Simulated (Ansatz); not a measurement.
# CH$_{6}$Al$_{2}$FNO (SMILES N[CH]([AlH2])[Al]([OH])[F]): what the fields show

Input

```
crystal:
  periodic: [false, false, false]
  atoms:
    - { symbol: "N", position_ang: [-1.1839, -1.0428, 1.0515] }
    - { symbol: C, position_ang: [-0.0386, -0.2265, 0.7255] }
    - { symbol: Al, position_ang: [1.1518, -1.1942, -0.5546] }
    - { symbol: Al, position_ang: [-0.4719, 1.554, -0.0603] }
    - { symbol: O, position_ang: [0.0072, 1.9934, -1.7638] }
    - { symbol: F, position_ang: [-1.5642, 2.6991, 0.8937] }
    - { symbol: H, position_ang: [-1.6784, -1.2721, 0.1521] }
    - { symbol: H, position_ang: [-0.9002, -1.8614, 1.5149] }
    - { symbol: H, position_ang: [0.5326, -0.0047, 1.7039] }
    - { symbol: H, position_ang: [0.7944, -2.6516, -1.0383] }
    - { symbol: H, position_ang: [2.533, -0.5076, -0.9996] }
    - { symbol: H, position_ang: [0.8953, 2.4591, -1.591] }
basis:
  gaussian:
    orbitals: def2-SVPD
hamiltonian:
  xc: b3lyp
output:
  orbitals: {}
```

Command:

```sh
python energy.py
```

Computed with SCF B3LYP, Gaussian basis in Ansatz.

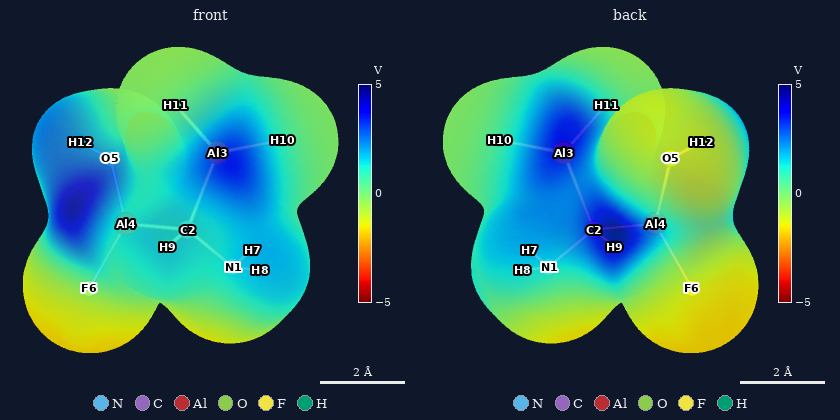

Figure 1. The electrostatic potential painted on the density surface at 0.002 e/bohr³, seen from the front and from behind; the colour scale runs from red (negative) to blue (positive).

### Which sites attract a positive test charge, and which a negative one?

A positive charge is drawn to the negative regions and a negative charge to the positive ones. The most negative region (about −1.8 V) lies over F6, the most positive (about +4.5 V) over Al4.

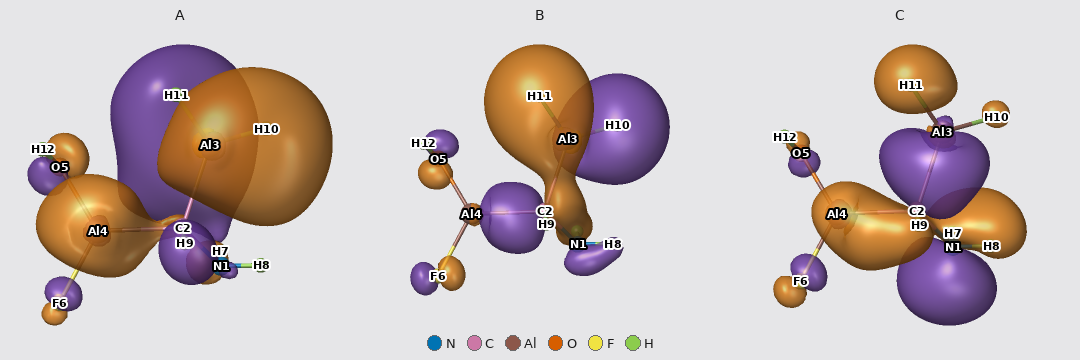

Figure 2. Three frontier orbitals at ±0.06 Å⁻³ᐟ² (orange and purple are the two phases), in no order.

### Order the three orbitals by energy and name them.

B is the HOMO−1 (−8.50 eV). By Hirshfeld shares it lies mainly on Al3 (about 30 %), H11 (about 30 %) and H10 (about 25 %). C is the HOMO (−6.02 eV). Its weight (Hirshfeld) is mainly on N1 (about 40 %), C2 (about 25 %), Al3 (about 10 %) and Al4 (about 5 %). A is the LUMO (−1.97 eV). By Hirshfeld shares it lies mainly on Al3 (about 65 %) and Al4 (about 10 %).

### What is the HOMO–LUMO gap?

4.05 eV between the orbital energies.
